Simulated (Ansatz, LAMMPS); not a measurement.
# Static equation of state of amorphous poly(phenylene vinylene) with methane (capped chains of 2 units), from a frame at 250 K, (138 atoms)

Density of this cell: 1.10 g/cm³. The cell holds 138 atoms: 60 C and 78 H. Cell: a = 10.121 Å, b = 10.489 Å, c = 11.436 Å, α = 91.3°, β = 93.0°, γ = 87.4°. The starting structure: 3 poly(phenylene vinylene) chains of 2 units with methyl end groups, 6 methane placed at random, at 0.92 g/cm³; overlaps pushed apart, then 20 ps at 800 K with MMFF94 bonds, angles, torsions, charges and radii (Halgren, J. Comput. Chem. 17, 490 (1996)) in harmonic and 12-6 forms. Snapshot after 30 ps at 250 K and fixed volume.

Calculated with Ansatz 0.2.0: Kohn-Sham DFT, LDA, PAW (set soft_2), plane waves; cutoff 420 eV, Γ point, gaussian smearing of 0.05 eV. Cell and atoms were relaxed first, to V0 = 8.7743 Å³ an atom at a residual P0 = -0.017 GPa. The cell was then scaled evenly, and the atoms were relaxed at each volume.

| volume (Å³/atom) | pressure (GPa) |
| --- | --- |
| 7.8968 | ? |
| 8.2478 | 0.5461 |
| 8.5110 | 0.1734 |
| 9.0375 | -0.2615 |
| 9.3007 | -0.3244 |

**Question.** Fit the third-order Birch–Murnaghan equation to the rows given and extrapolate to the withheld row.

Worked fit:

Take the Eulerian strain f = ½[(V0/V)^(2/3) − 1] and the normalised pressure F = (P − P0) / [3f(1 + 2f)^(5/2)]. The third-order Birch–Murnaghan equation is then the line F = B0 + (3/2)B0(B′ − 4) f, so u = f and v = F.

```
      u = f  v = F (GPa)
  0.0210566      8.04026
  0.0102570      5.87767
-0.00975651      8.77649
 -0.0190504      5.92826
```

With n = 4: mean u = 6.2667e-4, mean v = 7.15567, Σ(u − ū)² = 0.0010051, Σ(u − ū)(v − v̄) = 0.013087. Slope b = 0.013087 / 0.0010051 = 13.020; intercept a = v̄ − b ū = 7.1475.

So B0 = a = 7.15 GPa and B′ = 4 + 2b/(3a) = 5.21. At the withheld volume f = 0.03638, F = a + b f = 7.621 GPa, and P = P0 + 3f(1 + 2f)^(5/2) F.

Prediction at 7.8968: 0.9746 GPa. The run gave 0.8904 GPa, so the fit is high by 0.084 GPa (9.5 % of the value).

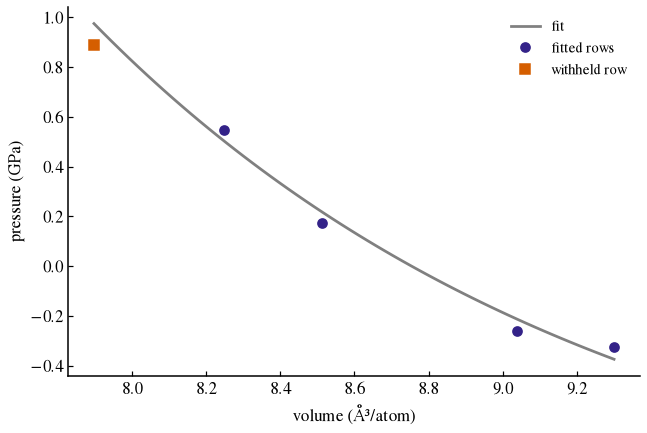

The fit, the rows that it rests on and the withheld row.

The series isn't one smooth equation of state: even a line fitted to all rows, the withheld one included, misses F by up to 21.3 %, an atom moves over 0.5 Å in some relaxation and a scaled cell ends below the relaxed one in energy. B0 and B′ are then only the numbers of this fit, not moduli of the material. Among the rows given, the largest miss of the fit is at 9.3007, by 0.050 GPa (4.1 % of the range of the table).

Limits: Static cells at zero temperature; the cell shape is held. The program notes that the SCF threshold of these relaxations is loose for the stress. The network of contacts between molecules at the start is that of the classical potential that made the cell, and needn't be the one that DFT or experiment would give. The functional has no dispersion term, which matters for the binding between molecules or layers, where LDA binds through overlap of densities alone. Only the Γ point is sampled, in a cell whose shortest periodic width is 10 Å.

[Logs are printed without paths, hosts, clocks, repeated set-up lines and the standing remarks that a program may print on its own settings, such as how far it seeks lower states.]

[Hosts, paths, dates, database ids (printed as entryN), source tags and the programs' standing remarks are cut or masked in the printed files.]

[The MMFF94 radii named for the starting cell were scaled by 0.96; in molecules described by MMFF94, hydrogen bound to N, O or S took a small fixed 12-6 site in their place.]
